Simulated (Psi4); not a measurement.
**MP2/cc-pVDZ run of C2F4O (trifluoroacetyl fluoride)**

Aim: the vertical ionisation energy of C2F4O (trifluoroacetyl fluoride) at MP2/cc-pVDZ, from 2 runs. 

The calculation is run with Psi4 1.11.

## Step 1: Starting point

The species is C2F4O (7 atoms), meant as a singlet with charge 0. As SMILES, `O=C(F)C(F)(F)F`. The shape is that of a PBE0-D4/def2-TZVP optimisation.

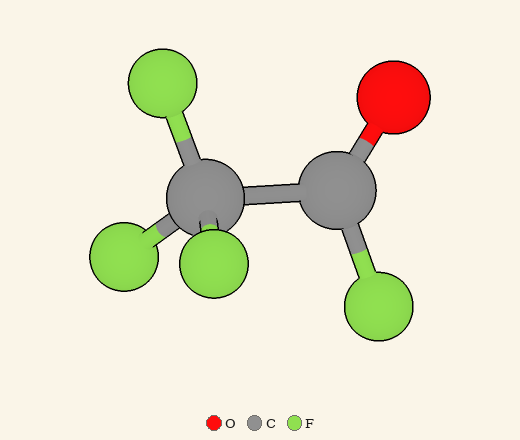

The structure, seen from a chosen angle (oxygen red, carbon grey, fluorine green).

## Step 2: A single-point energy at MP2/cc-pVDZ

File job.inp:

```
memory 2200 mb

molecule {
  0 1
  O
  C 1 1.172007
  F 2 1.325825 1 124.03639
  C 2 1.54187 1 126.444 3 179.97826
  F 4 1.329569 2 109.82491 1 120.48043
  F 4 1.329637 5 108.69957 2 -120.14246
  F 4 1.318381 5 109.13886 6 -118.93529
  symmetry c1
}

set puream true
set e_convergence 1e-09
set d_convergence 1e-08
set scf_type pk
set num_frozen_docc 7
set mp2_type conv

E, wfn = energy('mp2/cc-pVDZ', return_wfn=True)
```

Launch:

```sh
$ psi4 -n 1 job.inp job.out
```

job.out:

```text
[...]
  Running in c1 symmetry.
[...]
  Nuclear repulsion =  336.982293346171559
[...]
  Multiplicity = 1
[...]
  Nalpha       = 28
  Nbeta        = 28
[...]
    Number of basis functions: 98
[...]
   @RHF iter   1:  -548.19362068325768   -6.17303e-01   7.15022e-03 DIIS/ADIIS
[...]
   @RHF iter  13:  -548.38566349725102   -3.41061e-13   3.50147e-09 DIIS
[...]
    Orbital Energies [Eh]
    ---------------------
    Doubly Occupied:
       1A    -26.382237     2A    -26.382218     3A    -26.381611
       4A    -26.380351     5A    -20.637825     6A    -11.558647
       7A    -11.477320     8A     -1.782309     9A     -1.711755
      10A     -1.682207    11A     -1.681183    12A     -1.488242
      13A     -1.067320    14A     -0.938119    15A     -0.873783
      16A     -0.868250    17A     -0.860426    18A     -0.771067
      19A     -0.764566    20A     -0.745204    21A     -0.736781
      22A     -0.733819    23A     -0.699673    24A     -0.698139
      25A     -0.681601    26A     -0.641115    27A     -0.585194
      28A     -0.534443
[...]
  @RHF Final Energy:  -548.38566349725102
   => Energetics <=
    Nuclear Repulsion Energy =            336.9822933461715593
    One-Electron Energy =               -1431.2450985583880083
    Two-Electron Energy =                 545.8771417149653189
    Total Energy =                       -548.3856634972510165
[...]
 Multipole Moments:
 ------------------------------------------------------------------------------------
     Multipole            Electronic (a.u.)      Nuclear  (a.u.)        Total (a.u.)
 ------------------------------------------------------------------------------------
 L = 1.  Multiply by 2.5417464519 to convert [e a0] to [Debye]
 Dipole X            :          0.0000942           -0.0005782           -0.0004840
 Dipole Y            :          0.7666393           -0.7227778            0.0438615
 Dipole Z            :          1.9343773           -1.6645755            0.2698018
 Magnitude           :                                                    0.2733443
[...]
	SCS-MP2 Total Energy (a.u.)        :  -549.50928741021096
	SOS-MP2 Total Energy (a.u.)        :  -549.40074840574255
	SCSN-MP2 Total Energy (a.u.)       :  -548.95874944084380
[...]
	SOS-PI-MP2 Total Energy (a.u.)     :  -549.56992922382437
[...]
	MP2 Total Energy (a.u.)            :  -549.55718460106550
[...]
```

It took 16 s on 1 thread of AMD EPYC 7R43 (Zen 3), shared host; peak memory 0.58 GiB.

## Step 3: The doublet cation, same level

File c2f4o.xyz:

```xyz
7
C2F4O
O      1.061180    -1.396170     0.701140
C      0.088980    -0.798110     0.435150
F     -1.136840    -1.201010     0.739860
C      0.018150     0.551850    -0.306440
F     -0.697880     0.418270    -1.418740
F     -0.564330     1.461580     0.468830
F      1.230750     0.963590    -0.619810
```

File run.py:

```python
import psi4

psi4.set_memory('2200 MB')
psi4.set_num_threads(1)
psi4.core.set_output_file('output.dat', False)

with open('c2f4o.xyz') as f:
    atoms = ''.join(f.readlines()[2:])
mol = psi4.geometry('1 2\n' + atoms + 'symmetry c1\nno_reorient\nno_com')

psi4.set_options({
    'reference': 'uhf',
    'puream': True,
    'e_convergence': 1e-09,
    'd_convergence': 1e-08,
    'scf_type': 'pk',
    'num_frozen_docc': 7,
    'mp2_type': 'conv',
    'maxiter': 100,
})

E, wfn = psi4.energy('mp2/cc-pVDZ', return_wfn=True)
print(f'total energy {E:.8f} hartree = {E * 27.211386:.5f} eV')
```

Launch:

```sh
$ python run.py
```

output.dat:

```text
[...]
  Running in c1 symmetry.
[...]
  Nuclear repulsion =  336.982269552340540
[...]
  Multiplicity = 2
[...]
  Nalpha       = 28
  Nbeta        = 27
[...]
    Number of basis functions: 98
[...]
   @UHF iter   1:  -547.59800202527219   -2.16848e-02   8.25124e-03 ADIIS/DIIS
[...]
   @UHF iter  22:  -547.95170330252859   -8.29914e-12   7.92596e-09 DIIS
[...]
   @S^2 Observed:                7.723048158E-01
[...]
    Orbital Energies [Eh]
    ---------------------
    Alpha Occupied:
       1A    -26.701379     2A    -26.600087     3A    -26.600070
       4A    -26.598796     5A    -21.117018     6A    -11.820853
       7A    -11.812670     8A     -2.036733     9A     -1.995142
      10A     -1.950149    11A     -1.896809    12A     -1.894392
      13A     -1.349855    14A     -1.225992    15A     -1.180898
      16A     -1.154891    17A     -1.104811    18A     -1.077523
      19A     -1.068234    20A     -1.051049    21A     -1.014922
      22A     -0.994436    23A     -0.952923    24A     -0.951256
      25A     -0.908647    26A     -0.907662    27A     -0.890427
      28A     -0.870843
    Alpha Virtual:
[...]
  @UHF Final Energy:  -547.95170330252859
   => Energetics <=
    Nuclear Repulsion Energy =            336.9822695523405400
    One-Electron Energy =               -1415.8944062479256445
    Two-Electron Energy =                 530.9604333930565190
    Total Energy =                       -547.9517033025285855
  UHF NO Occupations:
  HONO-2 :   26  A 1.9966193
  HONO-1 :   27  A 1.9946091
[...]
 Multipole Moments:
 ------------------------------------------------------------------------------------
     Multipole            Electronic (a.u.)      Nuclear  (a.u.)        Total (a.u.)
 ------------------------------------------------------------------------------------
 L = 1.  Multiply by 2.5417464519 to convert [e a0] to [Debye]
 Dipole X            :          3.1259429           -2.6125086            0.5134343
 Dipole Y            :         -5.5167210            4.0344708           -1.4822502
 Dipole Z            :          2.8394703           -2.0548126            0.7846577
 Magnitude           :                                                    1.7539579
[...]
	SCS-MP2 Total Energy (a.u.)        :  -549.03393724613863
	SOS-MP2 Total Energy (a.u.)        :  -548.92996692195243
	SCSN-MP2 Total Energy (a.u.)       :  -548.50066661423193
[...]
	SOS-PI-MP2 Total Energy (a.u.)     :  -549.09301085852303
[...]
	MP2 Total Energy (a.u.)            :  -549.07883395794045
[...]
```

The script printed:

```text
total energy -549.07883396 hartree = -14941.19610 eV
```

Run time: 18 s. Hardware: 1 thread of AMD EPYC 7R43 (Zen 3), shared host; peak memory 0.58 GiB.

## Step 4: Outcome

Level: MP2/cc-pVDZ, 7 core orbitals frozen.

| quantity | value |
| --- | --- |
| singlet C2F4O: total energy | -549.55718 Eh |
| singlet C2F4O: HOMO energy (Hartree–Fock orbitals) | -14.54 eV |
| singlet C2F4O: LUMO energy (Hartree–Fock orbitals) | 2.95 eV |
| singlet C2F4O: HOMO–LUMO gap (Hartree–Fock orbitals) | 17.49 eV |
| singlet C2F4O: correlation energy (7 core orbitals frozen) | -1171.5 mEh |
| doublet cation: total energy | -549.07883 Eh |
| doublet cation: HOMO energy (Hartree–Fock orbitals) (highest over α and β) | -23.70 eV |
| doublet cation: LUMO energy (Hartree–Fock orbitals) (lowest over α and β) | -9.30 eV |
| doublet cation: correlation energy (7 core orbitals frozen) | -1127.1 mEh |
| doublet cation: ⟨S²⟩ of the reference determinant | 0.772 |
| vertical ionisation energy (to the doublet cation) | 13.017 eV |

The vertical ionisation energy comes to 13.02 eV (1256 kJ/mol).
